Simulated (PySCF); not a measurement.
SMILES [SiH2](N)c1ccccc1 at its GFN2-xTB optimised geometry (Å):

```
17

N      1.1073    -2.7494     1.5793
Si     1.3570    -2.0773     0.0114
C      0.3939    -0.4557     0.0000
C     -0.9975    -0.4557     0.0000
C     -1.7179     0.7250     0.0000
C     -1.0533     1.9397    -0.0039
C      0.3309     1.9614    -0.0092
C      1.0415     0.7743    -0.0080
H      0.1935    -2.6920     1.9991
H      1.5361    -3.6309     1.8079
H      0.8851    -2.9064    -1.1139
H      2.7988    -1.8576    -0.1035
H     -1.5278    -1.3989    -0.0024
H     -2.7988     0.6999     0.0018
H     -1.6121     2.8647    -0.0041
H      0.8559     2.9064    -0.0141
H      2.1220     0.8013    -0.0124
```

Calculation: CAM-B3LYP/def2-SVP (PySCF).

Map of the electron localisation function on the plane z = 0.8 Å:

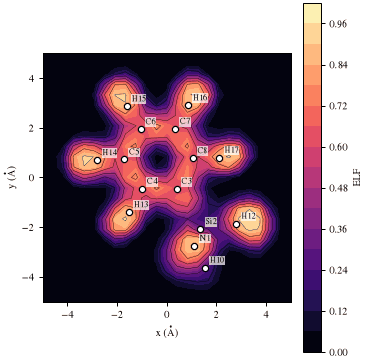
Fig. 1. Electron localisation function on the plane z = 0.8 Å.
